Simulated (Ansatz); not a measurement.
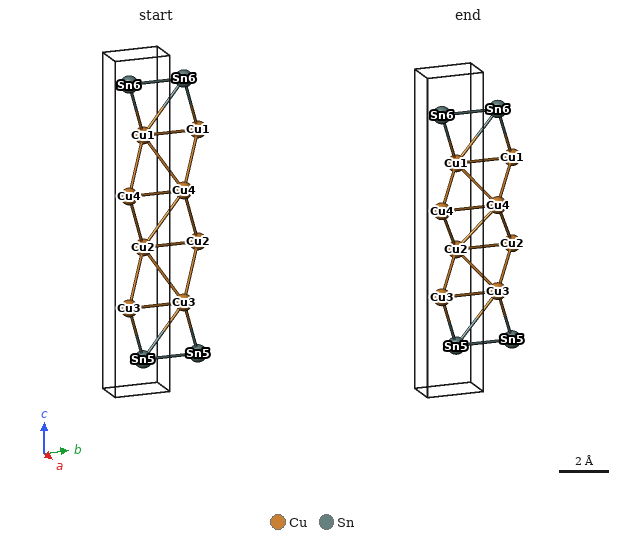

The structure of solid Cu$_{2}$Sn (a generated structure, set up in P-3m1) (coarse preliminary run) before (left) and after (right) a relaxation, at one scale.

Style: ball-and-stick. Shown: the cell of the calculation, repeated 1 × 2 × 1 with one cell outlined, slightly off an axis.

The calculation used Ansatz 0.2.0, DFT PBE, scalar-relativistic, plane waves, PAW. Set-up: plane-wave cutoff 420 eV; k-point mesh 6 × 6 × 2; occupations gaussian; smearing width 0.1 eV; no spin polarisation; cell and atoms relaxed; force threshold 0.04 eV/Å; at most 70 steps.

Question: Summarise the run.

Answer: The largest moves relative to the cell, 0.65 Å, are those of Cu1 and Cu3. Cu3 goes along +c. Largest moves by element: Cu 0.65 Å, Sn 0.64 Å. The volume changes by −0.6 %, with a = b 2.967 → 3.035 Å (+2.3 %), c 14.072 → 13.370 Å (−5.0 %). Among the contacts that change: Sn5–Sn6 2.904 → 3.913 Å, Cu1–Cu4 2.904 → 2.504 Å, Cu2–Cu4 2.904 → 2.525 Å, Cu1–Cu1 2.967 → 3.035 Å. Bonds break: Sn5–Sn6 (2.90 → 3.91 Å). The space group stays P-3m1 (No. 164). After 6 accepted moves (7 points after the start) the energy has fallen by 395 meV per atom. Largest force component: 3.8 eV/Å at the start, 0.026 eV/Å at the end. Pressure: 2.80 GPa at the start and −0.10 GPa at the end. At 1 point the geometry stayed and the basis and grid were re-selected for the new cell (energy shift of 0.1 meV per atom at most each time).
